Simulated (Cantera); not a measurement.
Feed: 1 mol Si(CH₃)₄, 110 mol H₂, equilibrated at 345 Torr.

Method: chemical equilibrium by Gibbs-energy minimisation in Cantera with the NASA 1993 tables (ideal gas, pure condensed phases). Candidate condensed phases: C, C₆H₆, C₇H₈, C₈H₁₈, Si, SiC; 87 gas species. Gases not in the tables: Si₂H₆ and higher silanes. The numbers say what is thermodynamically allowed, not how fast it happens.

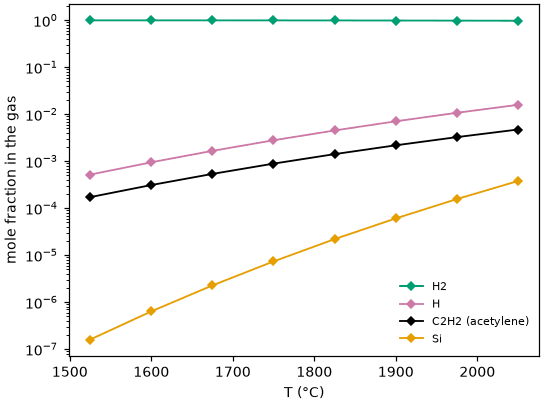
Figure. Equilibrium gas composition (values under 1e-9 drawn at 1e-9)

Q: Read off the mole fractions at 1600 °C.

A: H₂ about 1.00, H about 0.00095, C₂H₂ (acetylene) about 0.00031, Si about 6.4e-7.
